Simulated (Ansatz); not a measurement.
## Electronic structure of AlH6N3 (SMILES [NH2][Al]([NH2])[NH2]) in real space

```csv
atom,x (Å),y (Å),z (Å)
Al,0.0083,-0.0052,0.0002
N,-1.3396,0.3364,-1.1063
N,0.5387,-1.6805,0.2641
N,0.8258,1.3287,0.8430
H,-1.6992,-0.3046,-1.8028
H,-1.8648,1.2016,-1.1357
H,1.4263,-1.9545,0.6671
H,-0.0008,-2.5060,0.0345
H,1.4202,1.2272,1.6564
H,0.7682,2.3054,0.5825
```

Geometry: PBE0-D4/def2-SVP.

These are results of Ansatz 0.2.0, isolated molecule in a Gaussian basis; Kohn-Sham density functional theory, functional PBE0, not measurements.

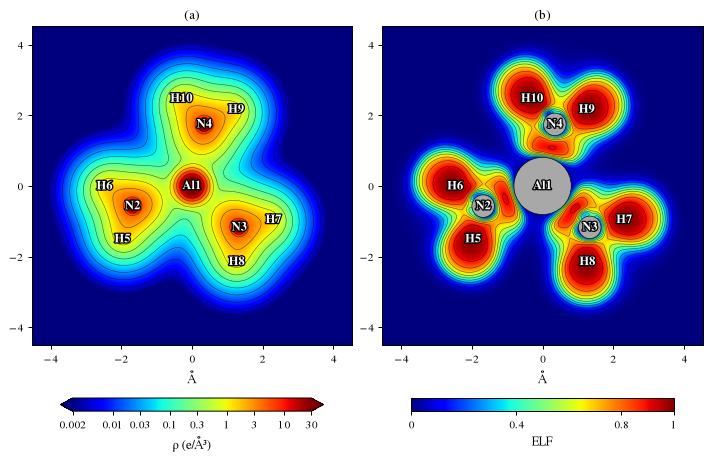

Figure 1. (a) total electron density; (b) electron localisation function on the plane of atoms N3, Al1 and N4. Grey discs cover the atomic cores in the ELF map.

> Describe what can be read from this map.

The section cuts through Al, N and H sites.
Al–N (1.78 Å): the density is about 0.85 e/Å³ at the midpoint; the ELF peaks at about 0.90 in the valence shell of N, 0.7 Å from its nucleus, and is about 0.65 at the midpoint.
N–H (1.01 Å): the density is about 2.8 e/Å³ at the midpoint; the ELF climbs to about 1 towards the hydrogen, as it does in any bond to H; an ordinary covalent bond to hydrogen.

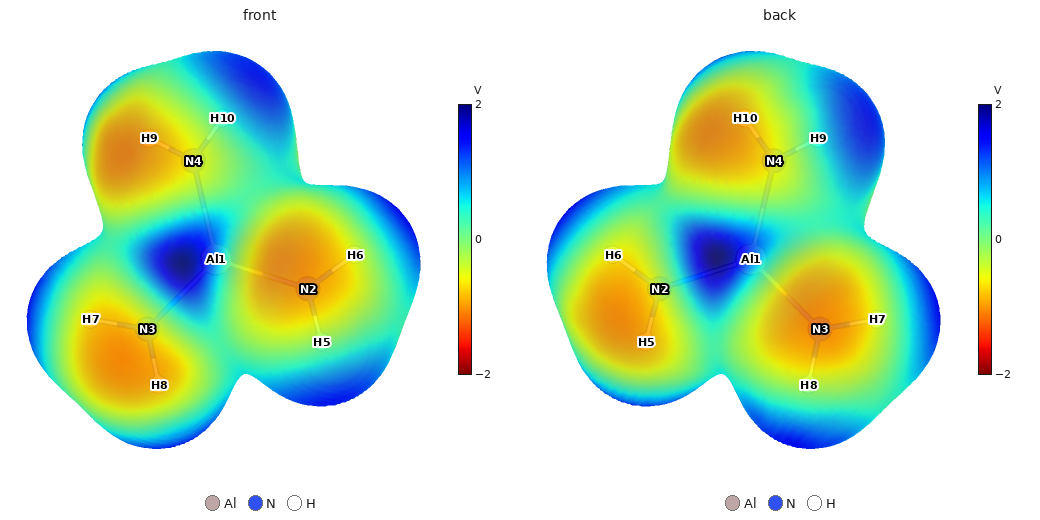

Figure 2. The electrostatic potential painted on the density surface at 0.002 e/bohr³, seen from the front and from behind; the colour scale runs from red (negative) to blue (positive).

> Which sites attract a positive test charge, and which a negative one?

A positive charge is drawn to the negative regions and a negative charge to the positive ones. The most negative region (about −1.1 V) lies over N2, N3 and N4, the most positive (about +1.8 V) over Al1.

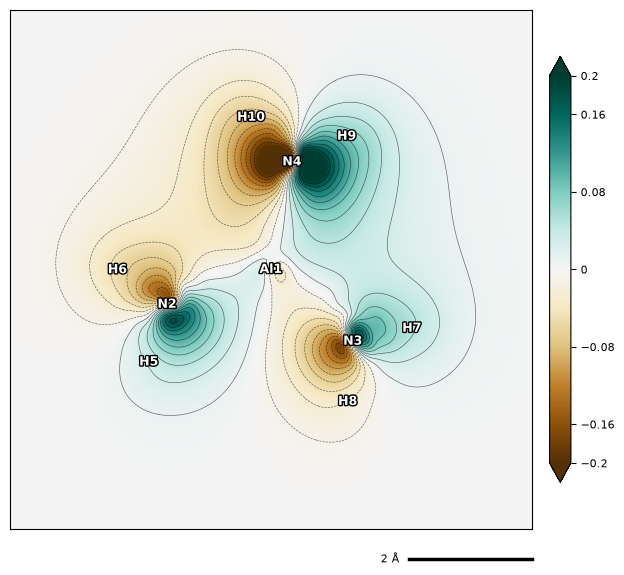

Figure 3. The HOMO on the plane of atoms N3, Al1 and N4 (values in Å⁻³ᐟ²; the overall sign is arbitrary).

> Describe this orbital and give its energy.

By Hirshfeld shares it lies mainly on N4 (about 50 %), N2 (about 15 %) and N3 (about 15 %); largely a combination of lone pairs on N4, N2 and N3. It is one of a degenerate set, so its orientation is arbitrary. Its energy is −6.86 eV.
